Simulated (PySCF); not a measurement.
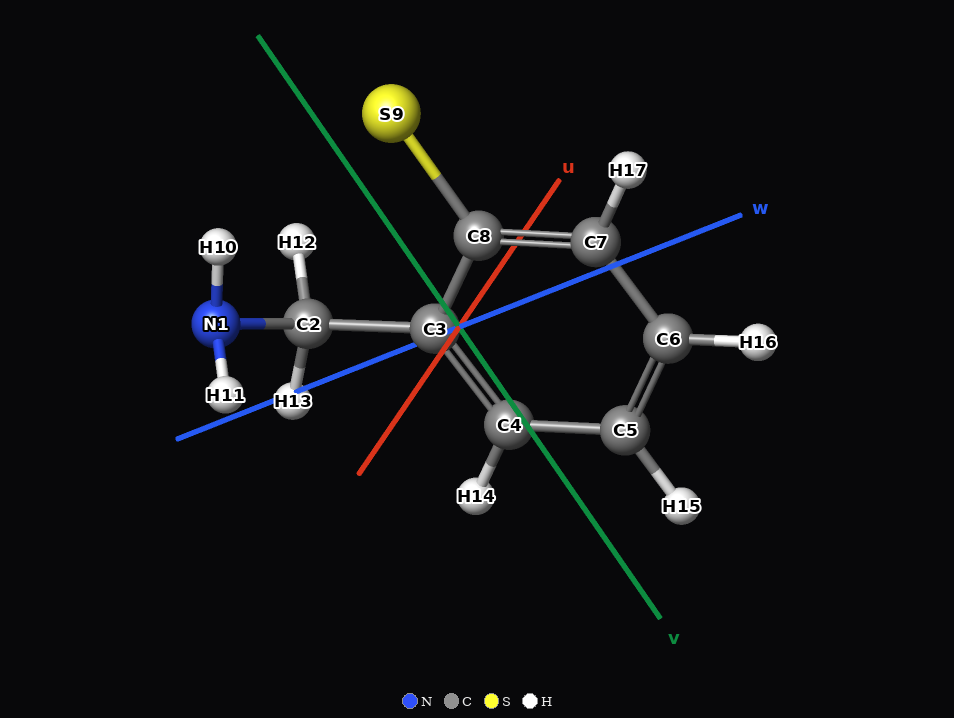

The lines u, v and w are the principal axes of the g tensor. State: neutral, doublet. The geometry was computed by an optimisation with GFN2-xTB. No frequency run is at hand to confirm it as a minimum. Level of theory: UKS B3LYP, pcH-1 on C H N S, non-relativistic, mean-field spin-orbit, GIAO (PySCF 2.14.0). The run warned: orbitally degenerate or nearly so: second-order g, spin-orbit hyperfine and D do not apply.

Question. Along which axis does g lie farthest from the free-electron value?

Answer. Along v (nearly parallel to the C8–S9 bond): the shift is 162392 ppm.

Give the principal values and shifts.

```json
{"axis": "u", "g": "2.00261", "shift (ppm)": "289"}
{"axis": "v", "g": "2.16471", "shift (ppm)": "162392"}
{"axis": "w", "g": "2.01339", "shift (ppm)": "11075"}
```
